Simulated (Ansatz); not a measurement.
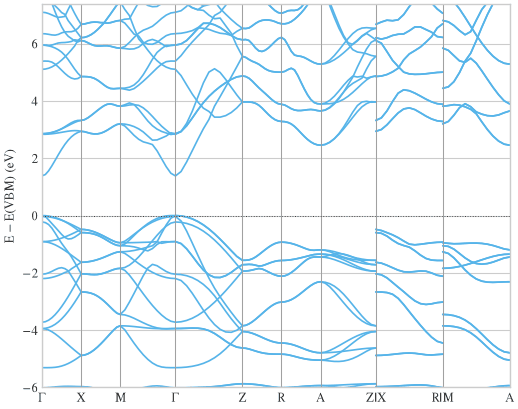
Figure. Band structure from PBEsol in the plane-wave PAW code Ansatz

The gap is 1.38 eV; an edge lies off the plotted path or next to a special point (maximum on the M–Γ line, 95 % of the way from M, minimum at Γ).

Question: Which of these materials gives this?
A) ZnSe, P4_2/mnm (Zn on 4g, Se on 4f)
B) GaAs, P4_2/mnm (Ga on 4g, As on 4f)
C) Zn4Te3S, P-4m2 (Pearson symbol tP8)
D) GaN, P4_2/mnm (Ga on 4g, N on 4f)

Answer: A, ZnSe, P4_2/mnm (Zn on 4g, Se on 4f)

The start of the workflow was typed in or built on a structure type; neither database checked (COD, Materials Project) lists it. It is not the phase usual at ambient conditions (space group No. 216). Symmetry was held in the PBEsol relaxation; its stability against distortions is not shown here. Scalar-relativistic: spin–orbit coupling is off unless named, which matters more the heavier the elements.

Potentials: the earlier of the program's two PAW sets. The files were generated under PBE; for other functionals the program regenerates the frozen cores, and for LDA and PBEsol the local potential too.
